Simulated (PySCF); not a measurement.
**CHCl2F (dichlorofluoromethane): levels of theory compared**

We compute a comparison of 6 runs (CAM-B3LYP/def2-SVPD, M06-2X/def2-SVPD, PBE0/def2-SVPD, SVWN5/def2-SVPD, TPSS/def2-SVPD, revPBE/def2-SVPD) of CHCl2F (dichlorofluoromethane). Input form: a Python script.

The calculation is run with PySCF 2.14.0.

1 further run of the same task is left out (set aside as unsound or not needed).

### Step 1. The system as given

The species is CHCl2F (5 atoms), meant as a singlet with charge 0. As SMILES, `FC(Cl)Cl`. The coordinates come from a PBE0-D4/def2-TZVP relaxation.

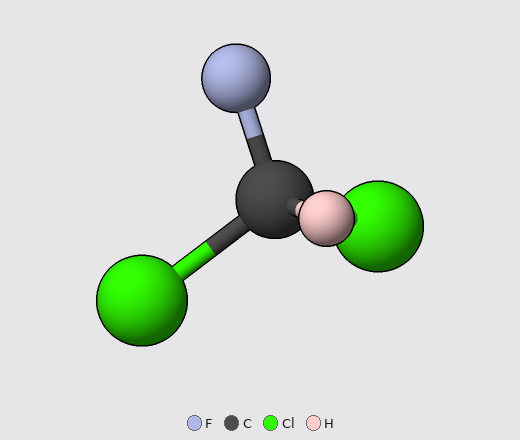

The structure, seen from a chosen angle (fluorine light blue, carbon dark grey, chlorine green, hydrogen pink).

### Step 2. The energy at CAM-B3LYP/def2-SVPD (run 1)

start.xyz reads:

```xyz
5
CHCl2F
F     -0.590600     0.132500     1.230400
C      0.006400     0.099400     0.030700
Cl     1.459900    -0.886800     0.126900
Cl    -1.120400    -0.525200    -1.167100
H      0.294600     1.106400    -0.262500
```

run.py reads:

```python
# FC(Cl)Cl
from pyscf import gto, dft

mol = gto.M(
    atom='start.xyz',
    charge=0,
    verbose=4,
    max_memory=1860,
    basis='def2-svpd',
)

mf = dft.RKS(mol, xc='cam-b3lyp')
mf.grids.level = 5
mf.conv_tol = 1e-10
mf.kernel()
if not mf.converged:
    mf = mf.newton().run(mf.mo_coeff, mf.mo_occ)

e_final = mf.e_tot
print(f'total energy: {e_final:.8f} hartree')
```

Run with:

```sh
$ OMP_NUM_THREADS=1 python run.py
```

Standard output:

```text
PySCF version 2.14.0

[... 73 lines left out ...]
converged SCF energy = -1058.54755891151
total energy: -1058.54755891 hartree
```

Run time: 86 s. Hardware: 1 thread of Intel Xeon at 2.50GHz (Skylake/Cascade Lake), shared host; peak memory 0.54 GiB.

### Step 3. A single-point energy at M06-2X/def2-SVPD (run 2)

job.py reads:

```python
from pyscf import gto, dft

system = gto.M(
    atom='''
F   -0.590600   0.132500   1.230400
C    0.006400   0.099400   0.030700
Cl   1.459900  -0.886800   0.126900
Cl  -1.120400  -0.525200  -1.167100
H    0.294600   1.106400  -0.262500
''',
    basis='def2-svpd',
    verbose=4,
    max_memory=1860,
)

mf = dft.RKS(system, xc='m06-2x')
mf.grids.level = 5
mf.conv_tol = 1e-10
mf.kernel()
if not mf.converged:
    mf = mf.newton().run(mf.mo_coeff, mf.mo_occ)

energy = mf.e_tot
print('E = %.10f Eh' % energy)
```

Run with:

```sh
$ OMP_NUM_THREADS=1 python job.py
```

Standard output:

```text
PySCF version 2.14.0

[... 74 lines left out ...]
converged SCF energy = -1058.48675614431
E = -1058.4867561443 Eh
```

It took 70 s on 1 thread of Intel Xeon at 2.50GHz (Skylake/Cascade Lake), shared host; peak memory 0.56 GiB.

Runs 3 to 5 aren't shown in full; the table further down has their settings and results.

### Step 4. A single-point energy at revPBE/def2-SVPD (run 6)

calc.py reads:

```python
# FC(Cl)Cl
from pyscf import gto, dft

system = gto.Mole()
system.atom = '''
F     -1.116072     0.250389     2.325119
C      0.012094     0.187839     0.058015
Cl     2.758811    -1.675809     0.239806
Cl    -2.117249    -0.992484    -2.205499
H      0.556713     2.090793    -0.496053
'''
system.basis = 'def2-svpd'
system.unit = 'bohr'
system.verbose = 3
system.max_memory = 1860
system.build()

mf = dft.RKS(system, xc='revpbe')
mf.grids.level = 5
mf.conv_tol = 1e-10
mf.kernel()
if not mf.converged:
    mf = mf.newton().run(mf.mo_coeff, mf.mo_occ)

e_tot = mf.e_tot
print('E = %.10f Eh' % e_tot)
```

Run with:

```sh
$ OMP_NUM_THREADS=1 python calc.py
```

Standard output:

```text
converged SCF energy = -1058.35475502477
E = -1058.3547550248 Eh
```

Wall time 52 s (1 thread of Intel Xeon at 2.50GHz (Skylake/Cascade Lake), shared host); peak memory 0.54 GiB.

### Step 5. Overview of the runs

| run | level | energy (Eh) | dipole moment (D) | HOMO energy (eV) | LUMO energy (eV) | wall time |
| --- | --- | --- | --- | --- | --- | --- |
| 1 | CAM-B3LYP/def2-SVPD | -1058.547559 | 1.31 | -10.67 | 0.53 | 86 s |
| 2 | M06-2X/def2-SVPD | -1058.486756 | 1.33 | -10.65 | 0.29 | 70 s |
| 3 | PBE0/def2-SVPD | -1058.124535 | 1.27 | -9.28 | -0.53 | 54 s |
| 4 | SVWN5/def2-SVPD | -1054.625846 | 1.22 | -7.96 | -1.72 | 31 s |
| 5 | TPSS/def2-SVPD | -1058.620779 | 1.24 | -7.99 | -1.44 | 1.7 min |
| 6 | revPBE/def2-SVPD | -1058.354755 | 1.19 | -7.80 | -1.51 | 52 s |

### Step 6. Summary of results

| quantity | value |
| --- | --- |
| run 6: total energy | -1058.35476 Eh |
| run 6: dipole moment | 1.19 D |
| run 6: HOMO energy | -7.80 eV |
| run 6: LUMO energy | -1.51 eV |
| run 6: HOMO–LUMO gap | 6.29 eV |

What this shows: The dipole moment (its size) runs from 1.19 D (revPBE/def2-SVPD) to 1.33 D (M06-2X/def2-SVPD). The HOMO–LUMO gap runs from 6.24 eV (SVWN5/def2-SVPD) to 11.20 eV (CAM-B3LYP/def2-SVPD). Totals of different functionals can't be ranked against each other. All runs together took 6.6 min, the longest 1.7 min.
